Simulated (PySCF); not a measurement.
Bond stretch in CCl, doublet.

Methods: UMP2 = MP2 on UHF/6-31G, 6 core orbitals frozen (PySCF); UKS-B3LYP = unrestricted B3LYP/6-31G in PySCF; UKS-M06-2X = unrestricted M06-2X/6-31G (PySCF).

Energies are in kJ/mol, each relative to the lowest point of its own curve near equilibrium.

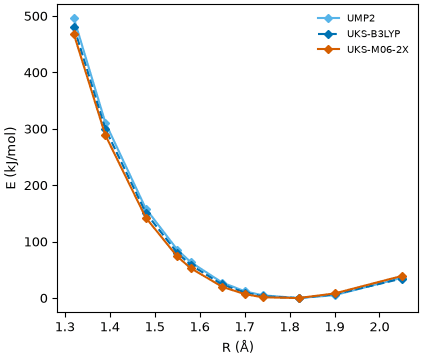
Fig. 1. Energy against bond length for each method.

```json
[
 {"R / Å": "1.32", "UMP2": "496.3", "UKS-B3LYP": "480.7", "UKS-M06-2X": "468.0"},
 {"R / Å": "1.39", "UMP2": "311.1", "UKS-B3LYP": "299.9", "UKS-M06-2X": "289.0"},
 {"R / Å": "1.48", "UMP2": "158.7", "UKS-B3LYP": "151.0", "UKS-M06-2X": "142.6"},
 {"R / Å": "1.55", "UMP2": "85.9", "UKS-B3LYP": "80.3", "UKS-M06-2X": "73.7"},
 {"R / Å": "1.58", "UMP2": "63.7", "UKS-B3LYP": "58.7", "UKS-M06-2X": "53.0"},
 {"R / Å": "1.65", "UMP2": "27.5", "UKS-B3LYP": "24.0", "UKS-M06-2X": "20.0"},
 {"R / Å": "1.70", "UMP2": "12.2", "UKS-B3LYP": "9.8", "UKS-M06-2X": "7.0"},
 {"R / Å": "1.74", "UMP2": "4.8", "UKS-B3LYP": "3.2", "UKS-M06-2X": "1.4"},
 {"R / Å": "1.82", "UMP2": "0.0", "UKS-B3LYP": "0.0", "UKS-M06-2X": "0.0"},
 {"R / Å": "1.90", "UMP2": "5.1", "UKS-B3LYP": "6.4", "UKS-M06-2X": "8.1"},
 {"R / Å": "2.05", "UMP2": "35.9", "UKS-B3LYP": "34.6", "UKS-M06-2X": "39.2"}
]
```

At the longest distance, 2.05 Å, UKS-M06-2X lies highest above its minimum (39.2 kJ/mol) and UKS-B3LYP lowest (34.6 kJ/mol).

The scan ran from 1.32 to 6.52 Å; beyond the distances shown one of the unrestricted levels run for this scan, shown here or not, changes its spin distribution in one step.
